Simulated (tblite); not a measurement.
**Run report: C$_{4}$H$_{9}$FSi, single-point calculation**

- system: C$_{4}$H$_{9}$FSi
- method: GFN2-xTB, R-SCC, ddCOSMO solvent (tblite 0.8.0)

The geometry comes from this level: GFN2-xTB.

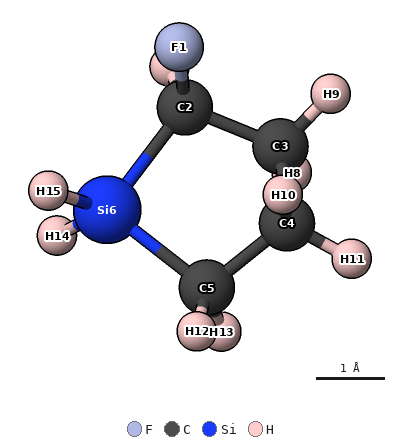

*The structure (ball-and-stick view, seen at a tilt; atoms are numbered from 1 in the order of the input).*

Results in brief

| quantity | value |
| --- | --- |
| outcome | converged |
| total energy | −19.616090 hartree |
| basis functions | 38 |
| largest force | 0.353 eV/Å |
| HOMO | −10.59 eV |
| LUMO | −5.20 eV |
| dipole moment | 2.95 D |
| hardware | 1 thread of Intel Xeon (Sapphire Rapids), 16 GiB of memory available, shared host |
| peak memory | 0.07 GiB |

Remarks

Settings chosen away from the usual ones: epsilon.

The input (script.py)
```python
import json
import numpy as np
from tblite.interface import Calculator

symbols = ["F", "C", "C", "C", "C", "Si", "H", "H", "H", "H", "H", "H", "H", "H", "H"]
numbers = np.array([9, 6, 6, 6, 6, 14, 1, 1, 1, 1, 1, 1, 1, 1, 1])
positions = np.array([
    [-1.342800, 1.875630, -0.118710],
    [-0.430610, 1.154070, 0.650610],
    [-0.951360, -0.266260, 0.843560],
    [-0.610460, -1.072980, -0.407210],
    [0.879870, -0.879850, -0.708210],
    [1.213980, 0.958970, -0.334560],
    [-0.376200, 1.694520, 1.599820],
    [-0.450270, -0.698690, 1.711890],
    [-2.026550, -0.259000, 1.031460],
    [-1.203150, -0.692380, -1.241230],
    [-0.857900, -2.127530, -0.271580],
    [1.110040, -1.179600, -1.728840],
    [1.470940, -1.520180, -0.051270],
    [2.376060, 1.180960, 0.528350],
    [1.198400, 1.832330, -1.504080],
]) / 0.5291772

calc = Calculator("GFN2-xTB", numbers, positions, charge=0, uhf=0)
calc.add("ddX-solvation", 20, "cosmo")
sp = calc.singlepoint()

print(f"Energy: {sp.get('energy'):.8f} Eh")
eps = np.atleast_2d(sp.get("orbital-energies")) * 27.211386
occ = np.atleast_2d(sp.get("orbital-occupations"))
filled = occ.sum(axis=0) if eps.shape[0] == 1 else occ[0]
homo = np.nonzero(filled > 0.5)[0].max()
print(f"HOMO {eps[0, homo]:.4f} eV")
if homo + 1 < eps.shape[1]:
    print(f"LUMO {eps[0, homo + 1]:.4f} eV, gap {eps[0, homo + 1] - eps[0, homo]:.4f} eV")
mu = sp.get("dipole") * 2.541746
print(f"dipole: {np.linalg.norm(mu):.4f} D, components " + " ".join(f"{c:.4f}" for c in mu))
q = sp.get("charges")
print("Charges:", " ".join(f"{s}{i + 1}={c:+.4f}" for i, (s, c) in enumerate(zip(symbols, q))))
out = {k: np.asarray(sp.get(k)).tolist() for k in ("energy", "gradient", "charges", "dipole", "orbital-energies", "orbital-occupations")}
out.update(symbols=symbols, positions=(positions * 0.529177210903).tolist())
json.dump(out, open("results.json", "w"))
```

Command:
```bash
python script.py
```

Log
```
------------------------------------------------------------
  cycle        total energy    energy error   density error
------------------------------------------------------------
      1     -19.47072346628  -1.9674614E+01   2.1743297E-01
      2     -19.60487574860  -1.3415228E-01   9.3194418E-02
      3     -19.61214851817  -7.2727696E-03   6.7914936E-02
      4     -19.61543916443  -3.2906463E-03   1.7287010E-02
      5     -19.61582288125  -3.8371681E-04   1.3922780E-02
      6     -19.61608121366  -2.5833242E-04   3.6890051E-03
      7     -19.61608625702  -5.0433608E-06   2.4017239E-03
      8     -19.61608936700  -3.1099746E-06   7.8091122E-04
      9     -19.61608959834  -2.3134506E-07   2.8800900E-04
     10     -19.61608960801  -9.6677724E-09   1.7277150E-04
     11     -19.61608964331  -3.5301738E-08   5.5172644E-05
     12     -19.61608964465  -1.3377672E-09   1.2112931E-05
------------------------------------------------------------

 total:                                   0.311 sec
Energy: -19.61608964 Eh
HOMO -10.5884 eV
LUMO -5.1996 eV, gap 5.3888 eV
dipole: 2.9477 D, components 2.3608 -1.6391 0.6546
Charges: F1=-0.3209 C2=+0.0287 C3=-0.0658 C4=-0.0571 C5=-0.1607 Si6=+0.4830 H7=+0.0125 H8=+0.0359 H9=+0.0235 H10=+0.0214 H11=+0.0251 H12=+0.0345 H13=+0.0406 H14=-0.0502 H15=-0.0506
```

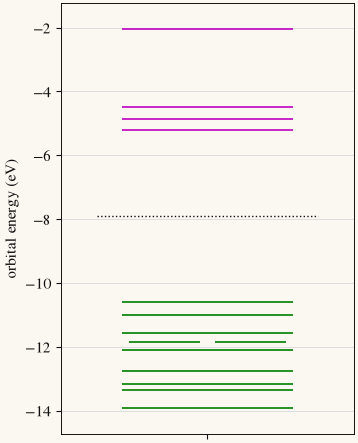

*Orbital energies near the frontier; the dotted line parts filled from empty levels, and levels within 0.02 eV of each other stand side by side.*

Highest filled −10.59 eV, lowest empty −5.20 eV, 5.39 eV apart.

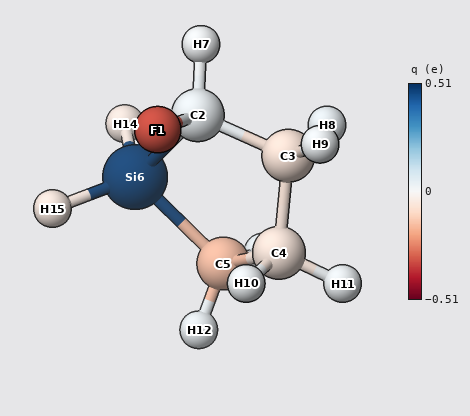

*Mulliken charges, as the colour of each atom (ball-and-stick view, seen at a tilt; atoms are numbered from 1 in the order of the input).*

By element: F −0.32, C −0.16 to +0.03, Si +0.48 and H −0.05 to +0.04 e.
